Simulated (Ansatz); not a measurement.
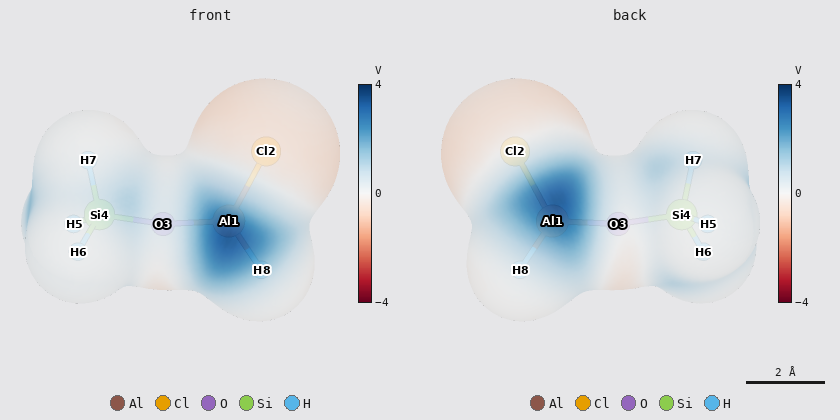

Figure 1: AlClH4OSi. The electrostatic potential painted on the density surface at 0.002 e/bohr³, seen from the front and from behind; the colour scale runs from red (negative) to blue (positive).

Theory: RKS PBE/def2-SVP in Ansatz 0.2.0.

Input

```
crystal:
  periodic: [false, false, false]
  atoms:
    - { symbol: Al, position_ang: [0.0, 0.0, 0.0] }
    - { symbol: Cl, position_ang: [0.0, 0.0, 2.23] }
    - { symbol: O, position_ang: [1.5415, 0.0, -0.89] }
    - { symbol: Si, position_ang: [2.3874, -1.376, -1.352] }
    - { symbol: H, position_ang: [1.4599, -2.3514, -1.9176] }
    - { symbol: H, position_ang: [3.3882, -1.0195, -2.3535] }
    - { symbol: H, position_ang: [3.0504, -1.9546, -0.187] }
    - { symbol: H, position_ang: [-1.351, 0.0, -0.78] }
basis:
  gaussian: { orbitals: def2-SVP }
hamiltonian:
  xc: pbe
relax:
  f_tol: 0.02
  max_steps: 40
output:
  orbitals: {}
```

Run with:

```sh
ansatz run input.yaml --threads 1 --pin off --max-ram 2048MiB --backend cpu --events-out ev --progress --plain --runs-dir out
```

The fields are those of the run's last geometry, not of the input's.

Question: Describe the electrostatic potential map.

Answer: The most negative region (about −0.5 V, or −12 kcal/mol for a unit charge) lies over Cl2, the most positive (about +3.3 V, or +76 kcal/mol for a unit charge) over Al1.
